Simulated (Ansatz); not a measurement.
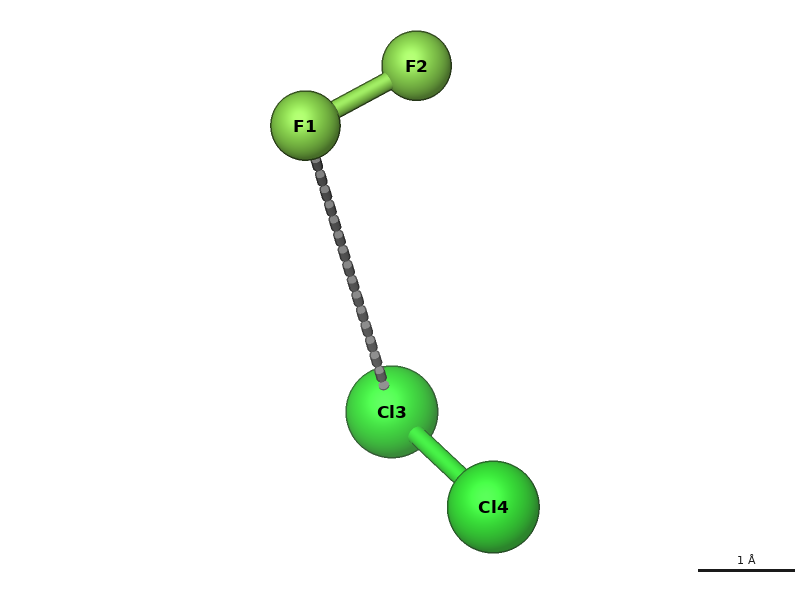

Two molecules or ions; the broken line marks their closest contact (measured against van der Waals radii). Geometry: a pair of rigid molecules at a changed separation. Program: Ansatz 0.2.0.

Q: Which two species are they?

A: F2 and Cl2 (`ClCl.FF`).

Q: How long is the contact?

A: F1···Cl3 is 5.33 Å.

Give the counterpoise-corrected interaction energy (kcal/mol, monomers kept as in the pair) with RHF-CCSD(T) (frozen core)/def2-TZVPPD; ωB97M-V/def2-TZVPPD; r2SCAN-D4/def2-TZVPPD; B3LYP-D4/def2-TZVPPD.

```csv
level,interaction energy (kcal/mol)
RHF-CCSD(T) (frozen core)/def2-TZVPPD,−0.1
ωB97M-V/def2-TZVPPD,−0.1
r2SCAN-D4/def2-TZVPPD,−0.1
B3LYP-D4/def2-TZVPPD,−0.1
```
